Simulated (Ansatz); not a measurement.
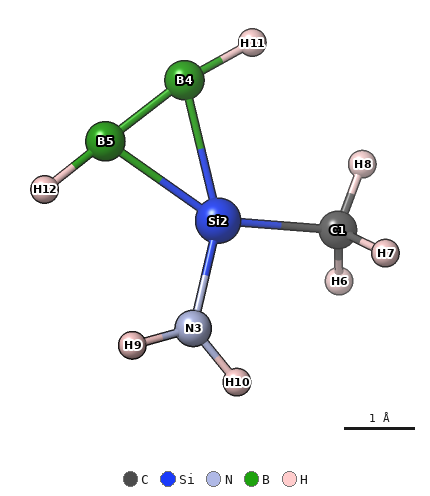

**Figure 1.** The structure as given in the input (ball-and-stick view, seen at a tilt; atoms are numbered from 1 in the order of the input). Bond lengths as drawn: B–B 1.47 Å, B–H 1.18 Å, B–Si 2.00 to 2.09 Å, C–H 1.09 Å, C–Si 1.87 Å, H–N 1.01 Å and N–Si 1.70 Å.

**What a change does: single-point calculation on CH7B2NSi**

System: CH7B2NSi, SMILES C[Si]1(N)BB1.
Method of run A: RKS B2PLYP (frozen core)/def2-TZVPP (Ansatz 0.2.0).

The geometry comes from this level: PBE0-D4/def2-TZVP. Text and figures count atoms from 1; the logs count them from 0 in places.

Input, run A:
```yaml
crystal:
  periodic: [false, false, false]
  atoms:
    - {symbol: C, position_ang: [-1.308324, -0.471180, 0.871927]}
    - {symbol: Si, position_ang: [0.184610, 0.066032, -0.113761]}
    - {symbol: N, position_ang: [1.351803, 0.460305, 1.052296]}
    - {symbol: B, position_ang: [-0.287673, -0.316891, -2.113030]}
    - {symbol: B, position_ang: [0.900539, 0.525536, -1.925366]}
    - {symbol: H, position_ang: [-1.636834, 0.350256, 1.515283]}
    - {symbol: H, position_ang: [-1.047524, -1.318750, 1.511678]}
    - {symbol: H, position_ang: [-2.136245, -0.759072, 0.227032]}
    - {symbol: H, position_ang: [2.270190, 0.797538, 0.822084]}
    - {symbol: H, position_ang: [1.175522, 0.416378, 2.041838]}
    - {symbol: H, position_ang: [-1.336623, -0.860171, -2.090620]}
    - {symbol: H, position_ang: [1.947458, 1.055017, -1.765262]}
basis:
  gaussian: {orbitals: def2-TZVPP}
hamiltonian: {xc: {name: B2PLYP}}
```

Hardware: 4 threads of Oxide Virtual Turin-like, 27 GiB of memory available, shared host.

Output (run A):
```
Functional definition: B2PLYP
  parameter a = 0.53
  parameter c = 0.27
  exchange = (1 - a)*b88_x + a*exact_x
  correlation = (1 - c)*lyp_c + c*(mp2_os + mp2_ss)
1529 factors; integrals over basis functions are off by at most 1.1e-3 eV
mean field evaluation 1: about -11849.8122 eV, gradient 6.1e1 eV
mean field evaluation 2: about -11849.9908 eV, gradient 6.1e1 eV
mean field evaluation 4: about -11858.2010 eV, gradient 6.4e0 eV
mean field evaluation 8: about -11858.3066 eV, gradient 4.4e-1 eV
mean field evaluation 16: about -11858.3075 eV, gradient 1.2e-3 eV
mean field -11858.30747520 eV, -435.7847618641 hartree, gradient 3.8e-6 eV, S^2 0.000000; 0 other end points of the search recorded, 0 dependent functions left out
9 core orbitals not correlated: weight in the atoms' cores, before any rotation towards them, 1.000 or more for the frozen orbitals, at most 0.000 for the correlated occupied ones
reference -11858.30765677 eV, -435.7847685367 hartree; 13, 13 occupied and 242, 242 virtual orbitals, 1529 factors
second order -24.15830484 eV of doubles, -0.00000000 eV of singles
Total energy: -11864.83039908 eV, -436.0244748952 hartree
```

For run B the input was changed thus:
```diff
-hamiltonian: {xc: {name: B2PLYP}}
+hamiltonian: {xc: {name: PBE-QIDH}}
```

What does this change do to the results?

The total energies belong to different methods, so their difference says nothing on which is more stable or more accurate. The functional changes from B2PLYP to PBE-QIDH.

Output (run B):
```
Functional definition: PBE-QIDH
  parameter a = 3^(-1/3)
  parameter c = 1/3
  exchange = (1 - a)*pbe_x + a*exact_x
  correlation = (1 - c)*pbe_c + c*(mp2_os + mp2_ss)
1529 factors; integrals over basis functions are off by at most 1.1e-3 eV
mean field evaluation 1: about -11846.9644 eV, gradient 5.1e1 eV
mean field evaluation 2: about -11847.1893 eV, gradient 5.1e1 eV
mean field evaluation 4: about -11852.9659 eV, gradient 4.5e0 eV
mean field evaluation 8: about -11853.0319 eV, gradient 3.2e-1 eV
mean field evaluation 16: about -11853.0327 eV, gradient 1.1e-3 eV
mean field -11853.03272216 eV, -435.5909182652 hartree, gradient 9.5e-6 eV, S^2 0.000000; 0 other end points of the search recorded, 0 dependent functions left out
9 core orbitals not correlated: weight in the atoms' cores, before any rotation towards them, 1.000 or more for the frozen orbitals, at most 0.000 for the correlated occupied ones
reference -11853.03273653 eV, -435.5909187932 hartree; 13, 13 occupied and 242, 242 virtual orbitals, 1529 factors
second order -22.32974789 eV of doubles, -0.00000000 eV of singles
Total energy: -11860.47598582 eV, -435.8644531596 hartree
```

The two runs side by side:

| quantity | run A | run B |
| --- | --- | --- |
| outcome | converged | converged |
| total energy (hartree) | −436.024475 | −435.864453 |
| basis functions | 264 | 264 |
| wall time (shared host) | 5.5 s | 6.5 s |
